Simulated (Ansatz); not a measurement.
Three curves of one kind of scan: energy against volume (even scaling of the relaxed cell, symmetry kept). The numbers are results of PBEsol (plane waves to 420 eV, PAW, scalar-relativistic; Ansatz, a program for electronic structure), not measurements. Each is measured from its own zero (the relaxed starting cell). 

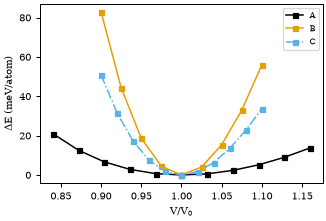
Curves A, B and C.

Match the curves to these crystals:
- ZrO$_{2}$ (tetragonal-ZrO2 type, space group P4_2/nmc), a = b = 3.5845 Å, c = 5.1787 Å, α = β = γ = 90.00°
- LiTaO3 (LiNbO3 type, space group R3c), a = 5.139 Å, b = 5.139 Å, c = 13.765 Å, α = 90.00°, β = 90.00°, γ = 120.00°
- SiO2 (alpha-cristobalite type, space group P4_12_12), a = b = 5.029 Å, c = 7.011 Å, α = β = γ = 90.00°

A is SiO2; B is ZrO2; C is LiTaO3.

All were relaxed with their symmetry unable to fall. LiTaO3 is run without spin polarisation. Spin-orbit coupling is left out. The PAW data are Ansatz's earlier set. This is a high-temperature form of ZrO2. ZrO2 is run without spin polarisation.

(A scan under strain: stresses follow from slopes of the energy per volume, elastic moduli from its curvatures.)
